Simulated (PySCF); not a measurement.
SMILES c1(-c2ccc(cc2)C=C)occc1 (C12H10O) at its GFN2-xTB optimised geometry (Å):

```
23

C     -1.9533    -4.2176    -0.0002
C     -2.4045    -2.9682    -0.0001
C     -1.6060    -1.7510     0.0000
C     -2.2576    -0.5143     0.0000
C     -1.5535     0.6695     0.0000
C     -0.1571     0.6621     0.0000
C      0.6000     1.8960     0.0000
C      0.2015     3.2117     0.0000
C      1.3805     3.9872     0.0000
C      2.4116     3.0983     0.0000
O      1.9538     1.8389     0.0000
C      0.5007    -0.5711     0.0000
C     -0.2091    -1.7510     0.0000
H     -2.6289    -5.0557     0.0001
H     -0.9046    -4.4602     0.0001
H     -3.4752    -2.8006     0.0000
H     -3.3385    -0.4889     0.0000
H     -2.0841     1.6089     0.0000
H     -0.8024     3.5831     0.0000
H      1.4502     5.0557     0.0000
H      3.4752     3.2336     0.0000
H      1.5801    -0.5882     0.0000
H      0.3285    -2.6865     0.0000
```

Level of theory: PBE0/def2-SVP (PySCF 2.14.0). Cells within 0.4 Å of a nucleus heavier than hydrogen are left out (blank, or x).

Map of the deformation density (molecule minus spherical neutral atoms) (e/bohr³) on the plane z = 0.0 Å:

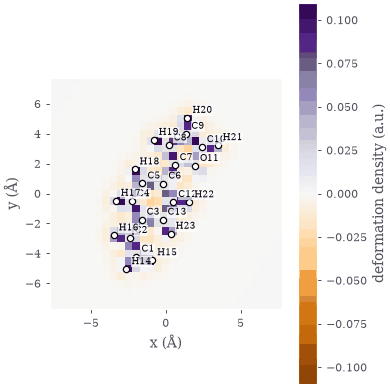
Figure. Deformation density (molecule minus spherical neutral atoms) (e/bohr³) on the plane z = 0.0 Å.
